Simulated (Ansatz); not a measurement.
**CH₃LiN (SMILES [Li][NH][CH2]) (doublet): density, localisation and related maps**

```xyz
6

C    -0.4714   -0.2646    0.7521
Li   -1.0233    1.5781   -1.4603
N    -0.4716   -0.0124   -0.5155
H    -0.1513   -0.8216   -1.0542
H    -0.1693   -1.2329    1.1745
H    -0.8173    0.5021    1.4565
```

Geometry: PBE0-D3(BJ)/def2-SVP.

Level of theory: isolated molecule in a Gaussian basis; Kohn-Sham density functional theory, functional PBE0 (Ansatz 0.2.0).

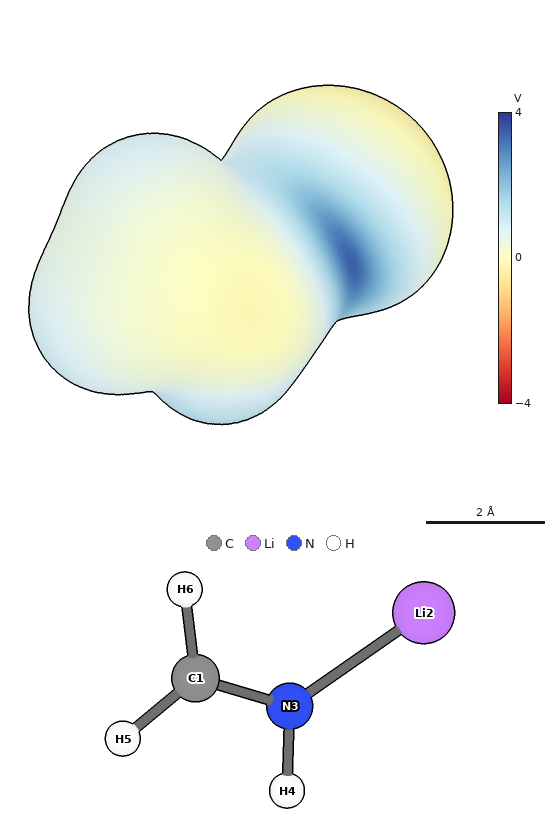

Figure 1. The electrostatic potential painted on the density surface at 0.001 e/bohr³, seen at a tilt; the colour scale runs from red (negative) to blue (positive). The bare structure is drawn below in the same view.

Question: Where is the surface potential most negative and most positive?

Answer: The most negative region (about −0.7 V) lies over N3, the most positive (about +3.2 V) over Li2.

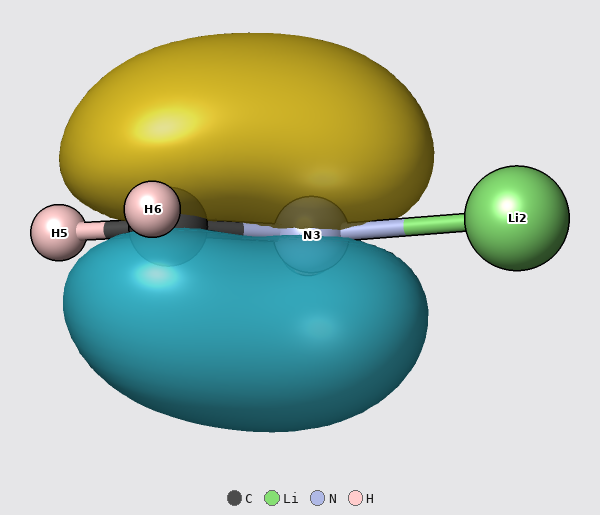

Figure 2. The HOMO−1 (β) at ±0.1 Å⁻³ᐟ² (yellow and cyan are the two phases), seen from one side.

Question: Describe this orbital and give its energy.

Answer: It lies mainly on N3 (about 55 %) and C1 (about 35 %); it changes sign across the molecular plane (π type); π-bonding across C1–N3. Its energy is −9.61 eV.

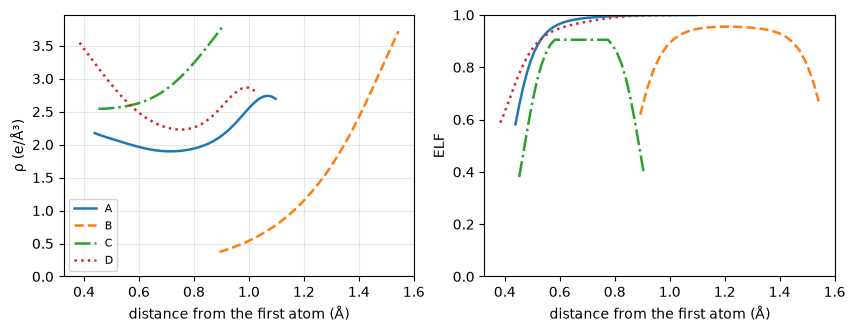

Figure 3. Total electron density and electron localisation function along straight lines between neighbouring atoms. The curves leave out the atomic cores.

Question: Which curve belongs to which contact (C–H, C–N, Li–N and N–H)? The first atom named is at distance zero.

Answer: Curve A: C–H (1.10 Å): the density is about 2 e/Å³ at the midpoint; the ELF climbs to about 1 towards the hydrogen, as it does in any bond to H (a covalent bond by its length). Curve B: Li–N (1.93 Å): the density is about 0.48 e/Å³ at the midpoint; the ELF peaks at about 0.95 in the valence shell of N, 0.7 Å from its nucleus, and falls to about 0.10 next to Li (an ionic contact with no shared pair). Curve C: C–N (1.29 Å): ρ is about 2.7 e/Å³ halfway; the ELF peaks at about 0.90 between the atoms, as expected for localised, covalent bonding. Curve D: N–H (1.02 Å): ρ at the midpoint is about 2.8 e/Å³; the ELF climbs to about 1 towards the hydrogen (a covalent bond by its length).
